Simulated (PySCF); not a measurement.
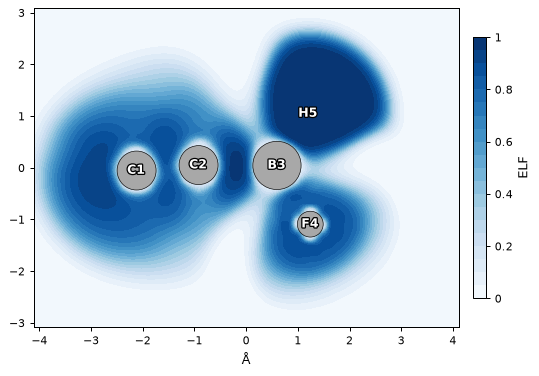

C₂HBF (SMILES [C]#CBF) (doublet). ELF on the molecular plane. Grey discs cover the atomic cores.

Geometry: GFN2-xTB.

Level of theory: UKS B3LYP, pcH-1 on B C F H, non-relativistic, mean-field spin-orbit, GIAO (PySCF).

| atom | x (Å) | y (Å) | z (Å) |
| --- | --- | --- | --- |
| C | 2.1154 | -0.1593 | -0.0002 |
| C | 0.9231 | 0.0053 | -0.0035 |
| B | -0.5919 | 0.0752 | -0.0047 |
| F | -1.2926 | -1.0271 | 0.0083 |
| H | -1.1453 | 1.1088 | -0.0171 |

### Read the bonding off the picture.

- The plane passes through C, B, F and H nuclei.
- C–C (1.20 Å): the ELF peaks at about 0.85 between the atoms; a multiple bond.
- B–F (1.31 Å): the ELF peaks at about 0.85 between the atoms, as expected for a polar covalent bond.
- C–B (1.52 Å): the ELF peaks at about 1 between the atoms: a covalent bond.
- B–H (1.17 Å): the ELF climbs to about 1 towards the hydrogen, as it does in any bond to H; a covalent bond by its length.
- The ELF also peaks beside F4 and C1, away from the bonds: non-bonding electrons, paired or unpaired.
